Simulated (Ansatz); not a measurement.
**InAgSeO: relaxing a made-up structure**

This structure for InAgSeO is made up. Its elements were placed in a known structure type with a cell scaled to their sizes. What cell does the guess relax to, and how far off was it?

Program: Ansatz 0.2.0. Level of theory: DFT, PBE, plane-wave PAW, files of the set soft_1, scalar-relativistic, no spin, cell and ions relaxed at zero pressure; PAW set soft_1, in the first sound run; inputs show where later runs differ. Results are calculated unless marked as measured.

### 1. Set-up

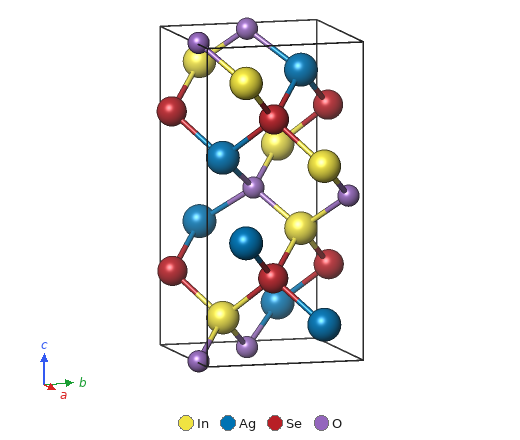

Start, viewed slightly off an axis; indium yellow, silver blue, selenium red, oxygen purple. This picture shows the conventional cell, with its axes. Some periodic images of atoms are drawn too.

### 2. Relaxation of the guess

The guessed cell has no reason to be at equilibrium. It is relaxed with the atoms, within the space group of the guess.

input.yaml

```yaml
crystal:
  lattice:
    - [-2.8575, 2.8745, 5.6655]
    - [2.8575, -2.8745, 5.6655]
    - [2.8575, 2.8745, -5.6655]
  atoms:
    - { symbol: In, position: [0.3648, 0.1148, 0.25] }
    - { symbol: In, position: [0.1352, 0.3852, 0.75] }
    - { symbol: Ag, position: [0.8669, 0.6169, 0.25] }
    - { symbol: Ag, position: [0.6331, 0.8831, 0.75] }
    - { symbol: Se, position: [0.75, 0.4925, 0.7425] }
    - { symbol: Se, position: [0.25, 0.0075, 0.7575] }
    - { symbol: O, position: [0.0206, 0.25, 0.2706] }
    - { symbol: O, position: [0.4794, 0.75, 0.2294] }
kpoints:
  mp_grid: { grid: [7, 7, 7] }
scf:
  occupations: { method: fermi_dirac, width: 0.05 }
hamiltonian:
  xc: pbe
  pseudopotentials: { kind: paw, azcp: { folder: soft_1 } }
relax:
  f_tol: 0.015
  max_steps: 70
  cell: {}
output:
  forces: true
  stress: true
```

Command:

```bash
ansatz run input.yaml --threads 4 --pin off --max-ram 10240MiB --backend cpu --events-out ev --progress --plain --runs-dir out
```

Numbers of over 12 decimals in the logs are rounded to 6 here.

What it wrote:

```text
Engine: ansatz 0.2.0, aarch64-unknown-linux-gnu
Pseudopotentials: kind: paw
Pseudopotential: In, paw, valence charge 13, recommended cutoff 420 eV (normal), soft_1/In.paw.azcp
Pseudopotential: Ag, paw, valence charge 19, recommended cutoff 420 eV (normal), soft_1/Ag.paw.azcp
Pseudopotential: Se, paw, valence charge 16, recommended cutoff 420 eV (normal), soft_1/Se.paw.azcp
Pseudopotential: O, paw, valence charge 6, recommended cutoff 420 eV (normal), soft_1/O.paw.azcp
Functional definition: PBE
  parameter kappa = 0.804
  parameter beta = 0.066725
  exchange = pbe_x(kappa = kappa, mu = beta*pi^2/3)
  correlation = pbe_c(beta = beta)
Crystal: 8 atoms, lattice volume = 186.143 Å³
Basis set: ecut = 420 eV, 3683 PW (Γ), exchange–correlation on 96×96×96 points (8 copies of the dense FFT grid, shifted against one another)
Bands: 65, of which v1, the nominal top of the filled ones, is band 54 counted from 1 (53 counted from 0)
Symmetry: 4 space group operations
Space group: I212121 (ITA 24), of the structure as read, at distance tolerance 5.7e-5 Å
k-points: 64 of 343 (time reversal used)
Non-local potential: In, projectors of the file, l = 0: 2, l = 1: 2, l = 2: 2, l = 3: 1
Non-local potential: Ag, projectors of the file, l = 0: 3, l = 1: 2, l = 2: 2, l = 3: 1
Non-local potential: Se, projectors of the file, l = 0: 2, l = 1: 2, l = 2: 3, l = 3: 1
Non-local potential: O, projectors of the file, l = 0: 2, l = 1: 2, l = 2: 1
PAW form: soft (Blöchl's): semilocal exchange-correlation on the pseudo side does not see the compensation charge
PAW one-centre angular grid: In, 590 points (default); XC on 64 Gauss nodes
PAW one-centre angular grid: Ag, 590 points (default); XC on 64 Gauss nodes
PAW one-centre angular grid: Se, 590 points (default); XC on 64 Gauss nodes
PAW one-centre angular grid: O, 110 points (default); XC on 64 Gauss nodes
Initial density: superposition of atomic densities (chi_scale 0.1, normalization cell, long waves kept (reshape's long-wave potential 0.03 eV rms))
Initial wavefunctions: pseudopotential atomic-orbital guess
Functional: x = pbe(κ = 0.804, μ = 0.219515), c = pbe(β = 0.066725)
SCF iter   1: F=—  HF=-38450.239764 eV  |F-HF|=—  |Δ(HF+E_count)|=         —  Δρ=6.68e-2  dr2=7.66e0  ethr=3.10e-3  ⟨swp⟩=6.0  Hψ=14447  notcnv=0  defer=1
preconditioner: auto → Resta (q_TF=auto, 2.492 Å⁻¹)  ε∞=4.5  [insulator: Δε(μ)=0.430 eV  Ē_g=12.385 eV  σ=0.050 eV  W_gap=0.87  n_scr=44 (ndim 8)  ℏωp=23.1 eV  f_vac=0.067  D(μ)=0.11/eV (n_scr^D=0)  ε∞_Penn≈4.5]
SCF iter   2: F=—  HF=-38449.112930 eV  |F-HF|=—  |Δ(HF+E_count)|=    1.13e0  Δρ=3.81e-2  dr2=2.77e0  ethr=3.10e-3  ⟨swp⟩=3.0  Hψ=7931  notcnv=0  defer=286
SCF iter   3: F=—  HF=-38448.683322 eV  |F-HF|=—  |Δ(HF+E_count)|=   4.30e-1  Δρ=1.47e-2  dr2=3.47e-1  ethr=2.56e-3  ⟨swp⟩=2.1  Hψ=7571  notcnv=0  defer=261
SCF iter   4: F=—  HF=-38448.624188 eV  |F-HF|=—  |Δ(HF+E_count)|=   5.91e-2  Δρ=3.89e-3  dr2=3.76e-2  ethr=3.21e-4  ⟨swp⟩=3.3  Hψ=7439  notcnv=0  defer=261
SCF iter   5: F=—  HF=-38448.623985 eV  |F-HF|=—  |Δ(HF+E_count)|=   2.03e-4  Δρ=1.43e-3  dr2=4.34e-3  ethr=3.48e-5  ⟨swp⟩=2.0  Hψ=5683  notcnv=0  defer=261
SCF iter   6: F=—  HF=-38448.627393 eV  |F-HF|=—  |Δ(HF+E_count)|=   3.41e-3  Δρ=5.72e-4  dr2=8.99e-4  ethr=4.02e-6  ⟨swp⟩=2.0  Hψ=5337  notcnv=0  defer=261
SCF iter   7: F=—  HF=-38448.627949 eV  |F-HF|=—  |Δ(HF+E_count)|=   5.56e-4  Δρ=1.24e-4  dr2=4.03e-5  ethr=8.32e-7  ⟨swp⟩=2.0  Hψ=5367  notcnv=0  defer=261
SCF iter   8: F=—  HF=-38448.628027 eV  |F-HF|=—  |Δ(HF+E_count)|=   7.81e-5  Δρ=4.17e-5  dr2=3.26e-6  ethr=3.73e-8  ⟨swp⟩=2.0  Hψ=7110  notcnv=0  defer=261
SCF iter   9: F=—  HF=-38448.628032 eV  |F-HF|=—  |Δ(HF+E_count)|=   4.94e-6  Δρ=1.68e-5  dr2=5.58e-7  ethr=3.02e-9  ⟨swp⟩=2.0  Hψ=6848  notcnv=0  defer=261
SCF iter  10: F=-38448.628032 eV  HF=-38448.628032 eV  |F-HF|=9.27e-8  |Δ(HF+E_count)|=   4.37e-7  Δρ=5.61e-6  dr2=7.07e-8  ethr=9.26e-11  ⟨swp⟩=4.2  Hψ=14785  notcnv=0
SCF 1 converged in 10 iterations: F = -38448.628032 eV  dr2 = 7.07e-8
  greatest PAW one-centre occupation: 1.001 electrons in one spin orbital (limit 2), on the Ag atom at site 3 (counted from 0), in its partial waves of l = 0
relax step   1: F+E_penalty+E_count = -38448.62803245 eV  Δ(F+E_penalty+E_count) = +0.000e0 eV  max|allowed force component| = 2.453e0 eV/Å  Δτ_max = 0.0000 Å  P = -1.417 GPa  Ω = 186.143 Å³  (10 SCF iters, dr2 threshold 1.00e-7 eV, accepted)
Crystal: 8 atoms, lattice volume = 178.889 Å³
Basis set: ecut = 420 eV, 3531 PW (Γ), exchange–correlation on 96×96×96 points (8 copies of the dense FFT grid, shifted against one another)
Initial density: handed on by an earlier stage of this run
Initial wavefunctions: those handed on with the density
iter 1 solved again at ethr=4.23e-4 eV; its pass at ethr=3.10e-3 eV (dr2=4.57e-1 eV) is discarded
SCF iter   1: F=—  HF=-38449.822584 eV  |F-HF|=—  |Δ(HF+E_count)|=         —  Δρ=2.11e-2  dr2=4.67e-1  ethr=4.23e-4  ⟨swp⟩=1.3  Hψ=18803  notcnv=0
preconditioner: auto → Kerker (q_TF=auto, 2.508 Å⁻¹)  [metal: Δε(μ)=0.036 eV  Ē_g=12.265 eV  σ=0.050 eV  W_gap=0.18  n_scr=44 (ndim 8)  ℏωp=23.6 eV  f_vac=0.109  D(μ)=0.88/eV (n_scr^D=0)]
SCF iter   2: F=—  HF=-38449.713917 eV  |F-HF|=—  |Δ(HF+E_count)|=   1.09e-1  Δρ=9.19e-3  dr2=8.83e-2  ethr=4.23e-4  ⟨swp⟩=2.9  Hψ=6928  notcnv=0
SCF iter   3: F=—  HF=-38449.699482 eV  |F-HF|=—  |Δ(HF+E_count)|=   1.44e-2  Δρ=3.68e-3  dr2=2.08e-2  ethr=8.18e-5  ⟨swp⟩=2.0  Hψ=7090  notcnv=0
SCF iter   4: F=—  HF=-38449.699213 eV  |F-HF|=—  |Δ(HF+E_count)|=   2.69e-4  Δρ=1.16e-3  dr2=3.76e-3  ethr=1.92e-5  ⟨swp⟩=2.1  Hψ=7199  notcnv=0
SCF iter   5: F=—  HF=-38449.699808 eV  |F-HF|=—  |Δ(HF+E_count)|=   5.95e-4  Δρ=5.19e-4  dr2=8.34e-4  ethr=3.48e-6  ⟨swp⟩=2.7  Hψ=8417  notcnv=0
SCF iter   6: F=—  HF=-38449.699682 eV  |F-HF|=—  |Δ(HF+E_count)|=   1.26e-4  Δρ=2.41e-4  dr2=2.59e-4  ethr=7.73e-7  ⟨swp⟩=2.0  Hψ=7248  notcnv=0
SCF iter   7: F=—  HF=-38449.699731 eV  |F-HF|=—  |Δ(HF+E_count)|=   4.90e-5  Δρ=1.17e-4  dr2=5.56e-5  ethr=2.40e-7  ⟨swp⟩=2.0  Hψ=5655  notcnv=0
SCF iter   8: F=—  HF=-38449.699737 eV  |F-HF|=—  |Δ(HF+E_count)|=   6.24e-6  Δρ=5.22e-5  dr2=1.10e-5  ethr=5.15e-8  ⟨swp⟩=2.0  Hψ=7202  notcnv=0
SCF iter   9: F=—  HF=-38449.699738 eV  |F-HF|=—  |Δ(HF+E_count)|=   1.03e-6  Δρ=3.32e-5  dr2=3.52e-6  ethr=1.02e-8  ⟨swp⟩=2.1  Hψ=7367  notcnv=0
SCF iter  10: F=-38449.699738 eV  HF=-38449.699739 eV  |F-HF|=8.31e-8  |Δ(HF+E_count)|=   5.53e-7  Δρ=1.51e-5  dr2=6.81e-7  ethr=7.41e-10  ⟨swp⟩=3.1  Hψ=18453  notcnv=0
SCF 2 converged in 10 iterations: F = -38449.699738 eV  dr2 = 6.81e-7
[...]
SCF iter   5: F=—  HF=-38449.793467 eV  |F-HF|=—  |Δ(HF+E_count)|=   3.03e-4  Δρ=3.21e-4  dr2=4.18e-4  ethr=1.70e-6  ⟨swp⟩=2.3  Hψ=7143  notcnv=0
SCF iter   6: F=—  HF=-38449.793414 eV  |F-HF|=—  |Δ(HF+E_count)|=   5.30e-5  Δρ=1.73e-4  dr2=9.65e-5  ethr=3.87e-7  ⟨swp⟩=2.0  Hψ=7345  notcnv=0
SCF iter   7: F=—  HF=-38449.793443 eV  |F-HF|=—  |Δ(HF+E_count)|=   2.97e-5  Δρ=6.26e-5  dr2=1.35e-5  ethr=8.94e-8  ⟨swp⟩=2.0  Hψ=7409  notcnv=0
SCF iter   8: F=—  HF=-38449.793455 eV  |F-HF|=—  |Δ(HF+E_count)|=   1.11e-5  Δρ=3.10e-5  dr2=2.35e-6  ethr=1.25e-8  ⟨swp⟩=2.0  Hψ=7212  notcnv=0
SCF iter   9: F=-38449.793457 eV  HF=-38449.793456 eV  |F-HF|=2.58e-7  |Δ(HF+E_count)|=   1.72e-6  Δρ=1.71e-5  dr2=7.12e-7  ethr=7.41e-10  ⟨swp⟩=5.0  Hψ=18237  notcnv=0
SCF 3 converged in 9 iterations: F = -38449.793457 eV  dr2 = 7.12e-7
relax step   3: F+E_penalty+E_count = -38449.79345660 eV  Δ(F+E_penalty+E_count) = -9.372e-2 eV  max|allowed force component| = 1.775e-1 eV/Å  Δτ_max = 0.0974 Å  P = +0.018 GPa  Ω = 178.511 Å³  energy of the carried Pulay correction = +5.304e-3 eV  (9 SCF iters, dr2 threshold 8.00e-7 eV, accepted)
[... from here on, the SCF cycles and remarks between the steps are left out ...]
relax step   4: F+E_penalty+E_count = -38449.85331144 eV  Δ(F+E_penalty+E_count) = -5.985e-2 eV  max|allowed force component| = 1.043e-1 eV/Å  Δτ_max = 0.1387 Å  P = -0.112 GPa  Ω = 176.410 Å³  energy of the carried Pulay correction = +6.803e-3 eV  (10 SCF iters, dr2 threshold 8.00e-7 eV, accepted)
relax step   5: F+E_penalty+E_count = -38449.86539949 eV  Δ(F+E_penalty+E_count) = -1.209e-2 eV  max|allowed force component| = 9.344e-2 eV/Å  Δτ_max = 0.0358 Å  P = -0.021 GPa  Ω = 175.380 Å³  energy of the carried Pulay correction = +7.544e-3 eV  (8 SCF iters, dr2 threshold 7.98e-7 eV, accepted)
relax step   6: F+E_penalty+E_count = -38449.87072632 eV  Δ(F+E_penalty+E_count) = -5.327e-3 eV  max|allowed force component| = 1.484e-2 eV/Å  Δτ_max = 0.0269 Å  P = -0.008 GPa  Ω = 174.376 Å³  energy of the carried Pulay correction = +8.271e-3 eV  (8 SCF iters, dr2 threshold 5.46e-7 eV, accepted)
relax step   7: F+E_penalty+E_count = -38449.87102381 eV  Δ(F+E_penalty+E_count) = -2.975e-4 eV  max|allowed force component| = 1.750e-2 eV/Å  Δτ_max = 0.0096 Å  P = +0.013 GPa  Ω = 174.104 Å³  energy of the carried Pulay correction = +8.469e-3 eV  (12 SCF iters, accepted)
relax step   8: F+E_penalty+E_count = -38449.87098739 eV  Δ(F+E_penalty+E_count) = +3.643e-5 eV  max|allowed force component| = 3.934e-3 eV/Å  Δτ_max = 0.0046 Å  P = -0.001 GPa  Ω = 174.255 Å³  energy of the carried Pulay correction = +8.359e-3 eV  (7 SCF iters, dr2 threshold 1.91e-8 eV, accepted)
relax step   9: F+E_penalty+E_count = -38449.86999000 eV  Δ(F+E_penalty+E_count) = +9.974e-4 eV  max|allowed force component| = 4.069e-3 eV/Å  Δτ_max = 0.0000 Å  P = -0.017 GPa  Ω = 174.255 Å³  stress off target by 7.04e-2 GPa  SCF on the basis re-selected at this cell (its energy is not comparable with the rows above)  (10 SCF iters)
relax step  10: F+E_penalty+E_count = -38449.87046952 eV  Δ(F+E_penalty+E_count) = -4.795e-4 eV  max|allowed force component| = 8.134e-3 eV/Å  Δτ_max = 0.0056 Å  P = +0.000 GPa  Ω = 174.028 Å³  energy of the carried Pulay correction = +1.829e-4 eV  (8 SCF iters, dr2 threshold 1.24e-8 eV, accepted)
iter 1 solved again at ethr=1.47e-7 eV; its pass at ethr=3.10e-3 eV (dr2=1.59e-4 eV) is discarded
SCF iter   1: F=—  HF=-38449.870073 eV  |F-HF|=—  |Δ(HF+E_count)|=         —  Δρ=6.02e-5  dr2=1.71e-7  ethr=1.47e-7  ⟨swp⟩=3.0  Hψ=25523  notcnv=0
preconditioner: auto → Kerker (q_TF=auto, 2.520 Å⁻¹)  [metal: Δε(μ)=0.020 eV  Ē_g=12.190 eV  σ=0.050 eV  W_gap=0.10  n_scr=48 (ndim 8)  ℏωp=23.9 eV  f_vac=0.092  D(μ)=0.39/eV (n_scr^D=0)]
SCF iter   2: F=—  HF=-38449.870263 eV  |F-HF|=—  |Δ(HF+E_count)|=   1.91e-4  Δρ=3.06e-5  dr2=4.81e-8  ethr=1.58e-10  ⟨swp⟩=2.3  Hψ=7460  notcnv=0
SCF iter   3: F=—  HF=-38449.870301 eV  |F-HF|=—  |Δ(HF+E_count)|=   3.74e-5  Δρ=2.90e-6  dr2=1.10e-8  ethr=4.46e-11  ⟨swp⟩=2.0  Hψ=6439  notcnv=0
SCF iter   4: F=—  HF=-38449.870301 eV  |F-HF|=—  |Δ(HF+E_count)|=   6.36e-8  Δρ=6.58e-7  dr2=1.55e-9  ethr=1.02e-11  ⟨swp⟩=2.0  Hψ=6421  notcnv=0
SCF iter   5: F=—  HF=-38449.870301 eV  |F-HF|=—  |Δ(HF+E_count)|=   3.91e-9  Δρ=3.74e-7  dr2=5.85e-10  ethr=1.43e-12  ⟨swp⟩=2.0  Hψ=5423  notcnv=0
SCF iter   6: F=-38449.870301 eV  HF=-38449.870301 eV  |F-HF|=2.18e-11  |Δ(HF+E_count)|=   1.24e-9  Δρ=1.70e-7  dr2=7.14e-11  ethr=1.00e-12  ⟨swp⟩=3.0  Hψ=15851  notcnv=0
SCF 11 converged in 6 iterations: F = -38449.870301 eV  dr2 = 7.14e-11
relax step  11: F+E_penalty+E_count = -38449.87030082 eV  Δ(F+E_penalty+E_count) = +1.687e-4 eV  max|allowed force component| = 8.111e-3 eV/Å  Δτ_max = 0.0000 Å  P = -0.001 GPa  Ω = 174.028 Å³  stress off target by 1.91e-2 GPa  SCF on the basis re-selected at this cell (its energy is not comparable with the rows above)  (6 SCF iters)
basis re-selected at this cell: Δ(F+E_penalty+E_count) = +1.687e-4 eV, ΔP = -0.001 GPa vs the last step (what re-selecting the basis moved, of the pressure what is left beyond the Pulay correction that the steps carried, after the strain that the cell walked since its last selection, with what the two solves' SCF thresholds leave and, on support functions, any second-order correction that the steps lacked; it is no m [...]
SCF converged after 6 iterations
Free energy (F): -38449.870301 eV
Harris-Foulkes:  -38449.870301 eV  (|F-HF|=2.18e-11)
Internal energy: -38449.867035 eV  (E = F + TS)
E sigma→0 (E₀):  -38449.868668 eV
Entropy (-TS):   -0.003266 eV (-0.408 meV/atom)
Fermi energy:    8.019502 eV
--- Per-component energies (eV) ---
  E_band       = -1617.170842
  E_kinetic    = 1927.632296
  E_local      = -14488.011700  (includes V_loc(G=0)·N_el)
  E_nonlocal   = 119.636941
  E_hartree    = 6893.860033
  E_xc         = -910.794078
  E_vxc        = -936.237484  (∫ρ·V_xc dr)
  E_paw        = -20922.376388  (= ΣΔE_a)
  E_vpaw       = -2027.912323  (= ΣTr[D̂ρ^β])
  E_aug_tail   = 0.001739  (compensation charges beyond the density's cutoff)
  E_ewald      = -11069.815878
  E_smearing   = -0.003266  (= −TS)
  E_closure    = 0.000000  (closes the sum)
  Σ components = -38449.870301   (vs F -38449.870301, Δ=0.00e0)
--- Forces (eV/Å), atoms counted from 1 ---
  atom   1  In     0.00000000     0.00000000    -0.00811103
  atom   2  In     0.00000000     0.00000000     0.00811103
  atom   3  Ag     0.00000000     0.00000000     0.00236743
  atom   4  Ag     0.00000000     0.00000000    -0.00236743
  atom   5  Se     0.00204239    -0.00000000     0.00000000
  atom   6  Se    -0.00204239     0.00000000     0.00000000
  atom   7  O      0.00000000     0.00634060    -0.00000000
  atom   8  O      0.00000000    -0.00634060     0.00000000
  max |Σ_I F_I| component: 3.47e-18 eV/Å
--- Stress (GPa, compression-positive) ---
       -0.012420       0.000000       0.000000
        0.000000       0.019138       0.000000
        0.000000       0.000000      -0.009347
  P = ⅓ Tr σ = -0.0009 GPa (-0.009 kbar)
--- Relaxed structure (9 steps of the walk, 9 accepted, 2 SCFs on fresh bases) ---
  F+E_penalty+E_count = -38449.87030082 eV   max|allowed force component| = 8.111e-3 eV/Å   (the final SCF, on the basis selected at the relaxed cell)
  cell:  # Å, volume = 174.0281 Å³
    - [-2.697282, 3.070877, 5.252555]
    - [2.697282, -3.070877, 5.252555]
    - [2.697282, 3.070877, -5.252555]
  atoms:
    - { symbol: In, position: [0.360611, 0.110611, 0.250000] }
    - { symbol: In, position: [0.139389, 0.389389, 0.75] }
    - { symbol: Ag, position: [0.822204, 0.572204, 0.250000] }
    - { symbol: Ag, position: [0.677796, 0.927796, 0.75] }
    - { symbol: Se, position: [0.75, 0.528843, 0.778843] }
    - { symbol: Se, position: [0.250000, -0.028843, 0.721157] }
    - { symbol: O, position: [0.067715, 0.250000, 0.317715] }
    - { symbol: O, position: [0.432285, 0.75, 0.182285] }
```

Run time: 4.1 min. Hardware: 4 threads of Arm Neoverse V1, shared host; peak memory 0.96 GiB.

The steps of the relaxation:

```
step  energy less that of the first step (eV)  largest force component (eV/Å)  pressure (GPa)  volume (Å³)
   1                                   0.0000                          2.4527           -1.42       186.14
   2                                  -1.0717                          0.3201            0.03       178.89
   3                                  -1.1654                          0.1775            0.02       178.51
   4                                  -1.2253                          0.1043           -0.11       176.41
   5                                  -1.2374                          0.0934           -0.02       175.38
   6                                  -1.2427                          0.0148           -0.01       174.38
   7                                  -1.2430                          0.0175            0.01       174.10
   8                                  -1.2430                          0.0039            0.00       174.26
  9*                                  -1.2420                          0.0041           -0.02       174.26
  10                                  -1.2424                          0.0081            0.00       174.03
 11*                                  -1.2423                          0.0081            0.00       174.03
```

Relaxation steps marked * repeat the geometry before them on a plane-wave basis chosen anew for their cell, so energy and pressure can jump there.

The run keeps the 4 symmetry operations that it works with, so distortions that break them were not tested.

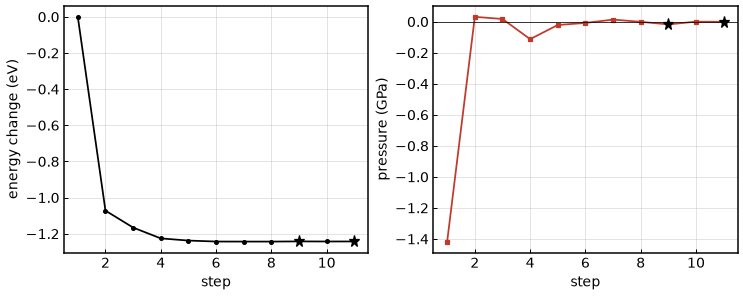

Energy and pressure along the relaxation. Stars mark steps on a basis chosen anew.

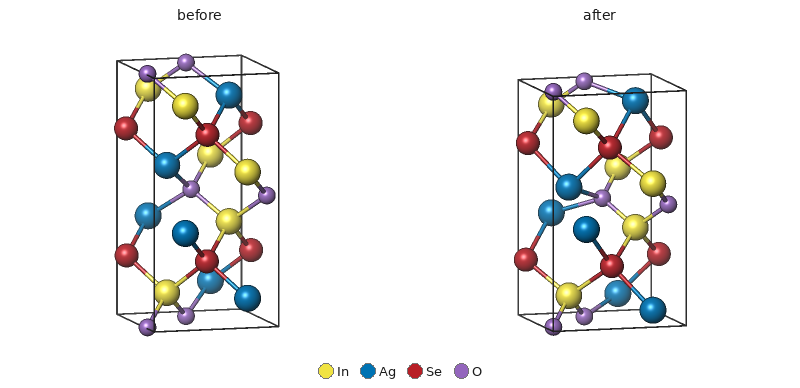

Before and after, at one scale.

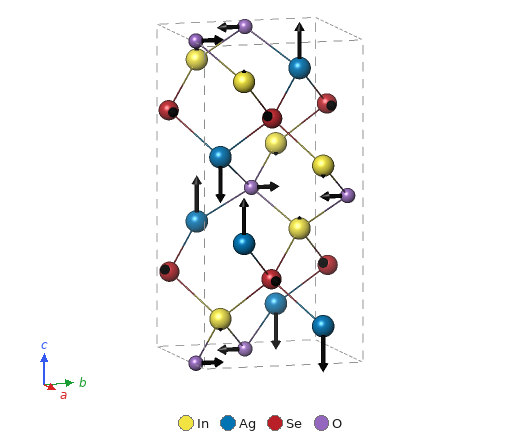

Displacements in the relaxation, exaggerated, measured against the changing cell; the longest in the cell stands for 0.47 Å. Some periodic images of atoms are drawn too.

| conventional cell, symmetrised | before | after | change |
| --- | --- | --- | --- |
| a (Å) | 5.715 | 5.395 | -5.6 % |
| b (Å) | 5.749 | 6.142 | +6.8 % |
| c (Å) | 11.331 | 10.505 | -7.3 % |
| volume (Å³/atom) | 23.27 | 21.75 | -6.5 % |

The atoms that moved most (Å, as changes of fractional coordinates times the final cell):

| atom | dx | dy | dz | length |
| --- | --- | --- | --- | --- |
| Ag3 | 0.000 | 0.000 | -0.470 | 0.470 |
| Ag4 | 0.000 | 0.000 | 0.470 | 0.470 |
| O8 | 0.000 | -0.289 | 0.000 | 0.289 |
| O7 | 0.000 | 0.289 | 0.000 | 0.289 |
| Se6 | -0.196 | 0.000 | 0.000 | 0.196 |
| Se5 | 0.196 | 0.000 | 0.000 | 0.196 |
| In2 | 0.000 | 0.000 | 0.044 | 0.044 |
| In1 | 0.000 | 0.000 | -0.044 | 0.044 |

This step gave:

```yaml
free_energy: -38449.8703 eV
energy_at_zero_smearing: -38449.8687 eV
smearing_term_ts: 0.003266 eV
fermi_energy: 8.020 eV
electrons: 108
symmetry_operations: 4
pressure: -8.77e-4 GPa
```

The shortest distance of each pair, which need not be the same contact before and after:

```csv
pair,guess (Å),relaxed (Å)
In–O,2.339,2.103
Ag–O,2.493,2.490
In–Se,2.517,2.601
Ag–Se,2.551,2.696
Ag–Ag,3.897,3.095
```

The relaxation ends with a largest force component of 0.0081 eV/Å and a pressure of 0.00 GPa.

[end of part 1 of 2]

[Logs are printed without paths, hosts, clocks, repeated set-up lines and the standing remarks that a program may print on its own settings, such as how far it seeks lower states.]

[Hosts, paths, dates, database ids (printed as entryN), source tags and the programs' standing remarks are cut or masked in the printed files.]
